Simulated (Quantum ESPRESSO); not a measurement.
## Magnetic state of TiBe2 from several starts

Aim: find out which collinear order of TiBe2 costs least.

Program: Quantum ESPRESSO 7.5. Level of theory: PBEsol; plane waves with GBRV 1.5 PBEsol potentials, no spin-orbit coupling. Results are calculated unless marked as measured.

## (1) Starting point

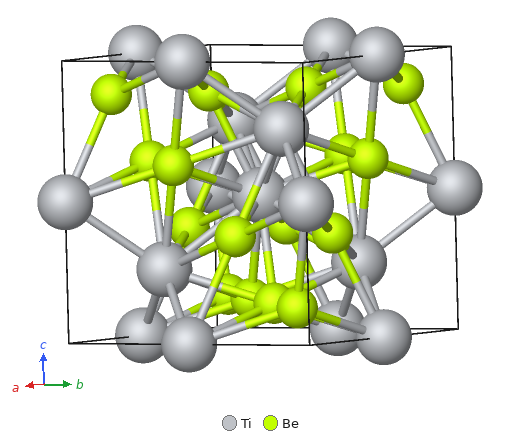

The cell as given, slightly off an axis (titanium light grey, beryllium green). This picture shows the conventional cell, with its axes. Some periodic images of atoms are drawn too.

The cell comes from Materials Project 2023-11-01, a database of computed structures, and need not be the stable phase.

## (2) Run 1, typed as ferro ++

The signs are those of the starting moments on the seeded atoms, the atoms that are given a moment.

ASE passes magmoms on as starting_magnetization. pw.x reads values of 1 or more as Bohr magnetons; where all are smaller, it reads them as fractions of the valence charge.

The input, pw.py:

```python
from ase import Atoms
from ase.calculators.espresso import Espresso, EspressoProfile

atoms = Atoms(['Ti', 'Ti', 'Be', 'Be', 'Be', 'Be'],
    cell=[[0.0, 3.21885953, 3.21885953],
         [3.21885953, 0.0, 3.21885953],
         [3.21885953, 3.21885953, 0.0]],
    scaled_positions=[[0.25, 0.25, 0.25],
         [0.0, 0.0, 0.0],
         [0.625, 0.125, 0.625],
         [0.625, 0.625, 0.125],
         [0.125, 0.625, 0.625],
         [0.625, 0.625, 0.625]],
    pbc=True,
    magmoms=[1.0, 1.0, 0.0, 0.0, 0.0, 0.0])
input_data = {
    'control': {'calculation': 'scf', 'prefix': 'pwscf', 'outdir': './tmp', 'disk_io': 'nowf'},
    'system': {'ecutwfc': 40.0, 'ecutrho': 280.0, 'nbnd': 46, 'occupations': 'smearing', 'smearing': 'fd', 'degauss': 0.00734986, 'nspin': 2},
    'electrons': {'conv_thr': 1.2e-08, 'electron_maxstep': 150, 'mixing_beta': 0.3},
}
atoms.calc = Espresso(
    profile=EspressoProfile(command='mpirun -n 2 pw.x -nk 2', pseudo_dir='pseudo'),
    pseudopotentials={'Ti': 'ti_pbesol_v1.4.uspp.F.UPF', 'Be': 'be_pbesol_v1.4.uspp.F.UPF'},
    input_data=input_data,
    kpts=(8, 8, 8),
    koffset=(0, 0, 0))
atoms.get_potential_energy()
energy = atoms.calc.results['free_energy']
print(f'free energy: {energy:.6f} eV')
print('site moments (muB):', atoms.get_magnetic_moments().round(3))
```

The input, espresso.pwi:

```
&CONTROL
   calculation      = 'scf'
   outdir           = './tmp'
   prefix           = 'pwscf'
   disk_io          = 'nowf'
   pseudo_dir       = 'pseudo'
/
&SYSTEM
   nbnd             = 46
   ecutwfc          = 40.0
   ecutrho          = 280.0
   occupations      = 'smearing'
   degauss          = 0.00734986
   smearing         = 'fd'
   nspin            = 2
   starting_magnetization(1) = 1.0
   starting_magnetization(2) = 0.0
   ntyp             = 2
   nat              = 6
   ibrav            = 0
/
&ELECTRONS
   electron_maxstep = 150
   conv_thr         = 1.2e-08
   mixing_beta      = 0.3
/
&IONS
/
&CELL
/
&FCP
/
&RISM
/
ATOMIC_SPECIES
Ti  47.867 ti_pbesol_v1.4.uspp.F.UPF
Be  9.0121831 be_pbesol_v1.4.uspp.F.UPF

K_POINTS automatic
8 8 8  0 0 0

CELL_PARAMETERS angstrom
0.00000000000000 3.21885953000000 3.21885953000000
3.21885953000000 0.00000000000000 3.21885953000000
3.21885953000000 3.21885953000000 0.00000000000000

ATOMIC_POSITIONS angstrom
Ti  1.6094297650 1.6094297650 1.6094297650  
Ti  0.0000000000 0.0000000000 0.0000000000  
Be  2.4141446475 4.0235744125 2.4141446475  
Be  2.4141446475 2.4141446475 4.0235744125  
Be  4.0235744125 2.4141446475 2.4141446475  
Be  4.0235744125 4.0235744125 4.0235744125
```

On the command line:

```console
$ OMP_NUM_THREADS=1 python3 pw.py > pw.log
```

What it wrote:

```text
free energy: -4772.523573 eV
site moments (muB): [0.683 0.683 0.014 0.014 0.014 0.014]

--- espresso.pwo ---
Program PWSCF v.7.5 starts

Warning: card &CELL ignored
Warning: card &FCP ignored
Warning: card &RISM ignored

     Message from routine setup:
     using ibrav=0 with symmetry is DISCOURAGED, use correct ibrav instead

     K-points division:     npool     =       2
     Subspace diagonalization in iterative solution of the eigenvalue problem:

     G-vector sticks info
     --------------------
     sticks:   dense  smooth     PW     G-vecs:    dense   smooth      PW
     Sum        1417     817    253                35629    15353    2637

     Using Slab Decomposition

     bravais-lattice index     =            0
     lattice parameter (alat)  =       8.6023  a.u.
     unit-cell volume          =     450.1245 (a.u.)^3
     number of atoms/cell      =            6
     number of atomic types    =            2
     number of electrons       =        40.00
     number of Kohn-Sham states=           46
     kinetic-energy cutoff     =      40.0000  Ry
     charge density cutoff     =     280.0000  Ry
     scf convergence threshold =      1.2E-08
     mixing beta               =       0.3000
     number of iterations used =            8  plain     mixing
     Exchange-correlation= SLA  PW   PSX  PSC
                           (   1   4  10   8   0   0   0)

     celldm(1)=   8.602326  celldm(2)=   0.000000  celldm(3)=   0.000000
     celldm(4)=   0.000000  celldm(5)=   0.000000  celldm(6)=   0.000000

     crystal axes: (cart. coord. in units of alat)
               a(1) = (   0.000000   0.707107   0.707107 )
               a(2) = (   0.707107   0.000000   0.707107 )
               a(3) = (   0.707107   0.707107   0.000000 )

     reciprocal axes: (cart. coord. in units 2 pi/alat)
               b(1) = ( -0.707107  0.707107  0.707107 )
               b(2) = (  0.707107 -0.707107  0.707107 )
               b(3) = (  0.707107  0.707107 -0.707107 )

     PseudoPot. # 1 for Ti read from file:
     ti_pbesol_v1.4.uspp.F.UPF
     Pseudo is Ultrasoft + core correction, Zval = 12.0
     Generated by new atomic code, or converted to UPF format
     Using radial grid of  851 points,  6 beta functions with:
                l(1) =   0
                l(2) =   0
                l(3) =   1
                l(4) =   1
                l(5) =   2
                l(6) =   2
     Q(r) pseudized with  6 coefficients,  rinner =    1.000   1.000   1.000
                                                       1.000   1.000

     PseudoPot. # 2 for Be read from file:
     be_pbesol_v1.4.uspp.F.UPF
     Pseudo is Ultrasoft, Zval =  4.0
     Generated by new atomic code, or converted to UPF format
     Using radial grid of  769 points,  6 beta functions with:
                l(1) =   0
                l(2) =   0
                l(3) =   0
                l(4) =   1
                l(5) =   1
                l(6) =   2
     Q(r) pseudized with 10 coefficients,  rinner =    1.000   1.000   1.000
                                                       1.000   1.000

     atomic species   valence    mass     pseudopotential
     Ti               12.00    47.86700     Ti( 1.00)
     Be                4.00     9.01218     Be( 1.00)

     Starting magnetic structure
     atomic species   magnetization
     Ti              0.083
     Be              0.000

     48 Sym. Ops., with inversion, found (24 have fractional translation)

   Cartesian axes

     site n.     atom                  positions (alat units)
         1        Ti     tau(   1) = (   0.3535534   0.3535534   0.3535534  )
         2        Ti     tau(   2) = (   0.0000000   0.0000000   0.0000000  )
         3        Be     tau(   3) = (   0.5303301   0.8838835   0.5303301  )
         4        Be     tau(   4) = (   0.5303301   0.5303301   0.8838835  )
         5        Be     tau(   5) = (   0.8838835   0.5303301   0.5303301  )
         6        Be     tau(   6) = (   0.8838835   0.8838835   0.8838835  )

     number of k points=    29  Fermi-Dirac smearing, width (Ry)=  0.0073
                       cart. coord. in units 2pi/alat
        k(    1) = (   0.0000000   0.0000000   0.0000000), wk =   0.0019531
        k(    2) = (   0.0883883   0.0883883  -0.0883883), wk =   0.0156250
        k(    3) = (   0.1767767   0.1767767  -0.1767767), wk =   0.0156250
        k(    4) = (   0.2651650   0.2651650  -0.2651650), wk =   0.0156250
        k(    5) = (  -0.3535534  -0.3535534   0.3535534), wk =   0.0078125
        [... 24 further k-points ...]

     Dense  grid:    35629 G-vectors     FFT dimensions: (  48,  48,  48)

     Smooth grid:    15353 G-vectors     FFT dimensions: (  36,  36,  36)

     Check: negative core charge=   -0.000005
     Generating pointlists ...
     new r_m :   0.2418 (alat units)  2.0805 (a.u.) for type    1
     new r_m :   0.2062 (alat units)  1.7742 (a.u.) for type    2

     Initial potential from superposition of free atoms

     starting charge      37.9993, renormalised to      40.0000

     negative rho (up, down):  9.637E-04 8.133E-04
     Starting wfcs are   40 randomized atomic wfcs +    6 random wfcs

     Self-consistent Calculation

     iteration #  1     ecut=    40.00 Ry     beta= 0.30
     Davidson diagonalization with overlap
     ethr =  1.00E-02,  avg # of iterations =  4.9

     negative rho (up, down):  9.026E-04 8.672E-04

     total energy              =    -350.70601706 Ry
     estimated scf accuracy    <       0.55162609 Ry

     total magnetization       =     1.22 Bohr mag/cell
     absolute magnetization    =     1.22 Bohr mag/cell

     iteration #  2     ecut=    40.00 Ry     beta= 0.30
     Davidson diagonalization with overlap
     ethr =  1.38E-03,  avg # of iterations =  1.5

     negative rho (up, down):  7.918E-04 8.540E-04

     total energy              =    -350.76819500 Ry
     estimated scf accuracy    <       0.15751030 Ry

     total magnetization       =     1.63 Bohr mag/cell
     absolute magnetization    =     1.64 Bohr mag/cell

     iteration #  3     ecut=    40.00 Ry     beta= 0.30
     Davidson diagonalization with overlap
     ethr =  3.94E-04,  avg # of iterations =  1.6

     negative rho (up, down):  6.069E-04 8.696E-04

     total energy              =    -350.76708362 Ry
     estimated scf accuracy    <       0.04007204 Ry

     total magnetization       =     1.53 Bohr mag/cell
     absolute magnetization    =     1.54 Bohr mag/cell

     [... further iterations left out ...]

     iteration #  9     ecut=    40.00 Ry     beta= 0.30
     Davidson diagonalization with overlap
     ethr =  1.26E-07,  avg # of iterations =  2.0

     negative rho (up, down):  4.482E-04 8.979E-04

     total energy              =    -350.77401853 Ry
     estimated scf accuracy    <       0.00007405 Ry

     total magnetization       =     1.98 Bohr mag/cell
     absolute magnetization    =     2.00 Bohr mag/cell

     iteration # 10     ecut=    40.00 Ry     beta= 0.30
     Davidson diagonalization with overlap
     ethr =  1.26E-07,  avg # of iterations =  1.8

     negative rho (up, down):  4.470E-04 8.969E-04

     total energy              =    -350.77404033 Ry
     estimated scf accuracy    <       0.00001431 Ry

     total magnetization       =     2.01 Bohr mag/cell
     absolute magnetization    =     2.02 Bohr mag/cell

     iteration # 11     ecut=    40.00 Ry     beta= 0.30
     Davidson diagonalization with overlap
     ethr =  3.58E-08,  avg # of iterations =  1.2

     negative rho (up, down):  4.469E-04 8.971E-04

     total energy              =    -350.77404339 Ry
     estimated scf accuracy    <       0.00000008 Ry

     total magnetization       =     2.00 Bohr mag/cell
     absolute magnetization    =     2.02 Bohr mag/cell

     iteration # 12     ecut=    40.00 Ry     beta= 0.30
     Davidson diagonalization with overlap
     ethr =  1.96E-10,  avg # of iterations =  1.9

     negative rho (up, down):  4.467E-04 8.971E-04

     Magnetic moment per site  (integrated on atomic sphere of radius R)
     atom   1 (R=0.242)  charge= 10.1604  magn=  0.6830
     atom   2 (R=0.242)  charge= 10.1604  magn=  0.6830
     atom   3 (R=0.206)  charge=  3.0952  magn=  0.0144
     atom   4 (R=0.206)  charge=  3.0952  magn=  0.0144
     atom   5 (R=0.206)  charge=  3.0952  magn=  0.0144
     atom   6 (R=0.206)  charge=  3.0952  magn=  0.0144

     End of self-consistent calculation

     [... lines left out ...]
     the Fermi energy is    10.2956 ev

!    total energy              =    -350.77404346 Ry
     estimated scf accuracy    <          6.4E-09 Ry
     smearing contrib. (-TS)   =      -0.00925248 Ry
     internal energy E=F+TS    =    -350.76479099 Ry

     The total energy is F=E-TS. E is the sum of the following terms:
     one-electron contribution =    -152.68388689 Ry
     hartree contribution      =      71.01141016 Ry
     xc contribution           =     -55.61302082 Ry
     ewald contribution        =    -213.47929344 Ry

     total magnetization       =     2.00 Bohr mag/cell
     absolute magnetization    =     2.02 Bohr mag/cell

     convergence has been achieved in  12 iterations

=------------------------------------------------------------------------------=
   JOB DONE.
=------------------------------------------------------------------------------=
```

Elapsed: 53 s, on 2 MPI ranks of Arm Neoverse V2, shared host; peak memory 0.37 GiB.

Spin moment in the atom's sphere by atom:

| atom | spin moment in the atom's sphere (μB) |
| --- | --- |
| Ti1 | 0.683 |
| Ti2 | 0.683 |
| Be3 | 0.014 |
| Be4 | 0.014 |
| Be5 | 0.014 |
| Be6 | 0.014 |

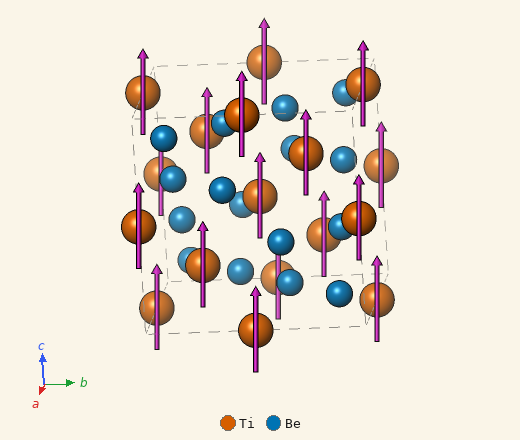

Spin moment in the atom's sphere as arrows, the longest 0.683 μB. Up and down stand for the sign. Arrows give size and sign along the axis of quantisation, drawn up and down the page. Some periodic images of atoms are drawn too.

Read from the output:

- smearing term TS: 0.1259 eV
- magnetization: 1.999 μB
- absolute magnetization: 2.017 μB
- final state: ferromagnetic

(Continued in part 2 of 2.)

[Logs and program files are shortened in this print: banners, set-up blocks, solver, clock and traceback lines can be left out without a mark of their own.]

[Logs are printed without paths, hosts, clocks, repeated set-up lines and the standing remarks that a program may print on its own settings, such as how far it seeks lower states.]

[Hosts, paths, dates, database ids (printed as entryN), source tags and the programs' standing remarks are cut or masked in the printed files.]

[Where a cell is said to come from a database of computed structures, the database is the Materials Project.]
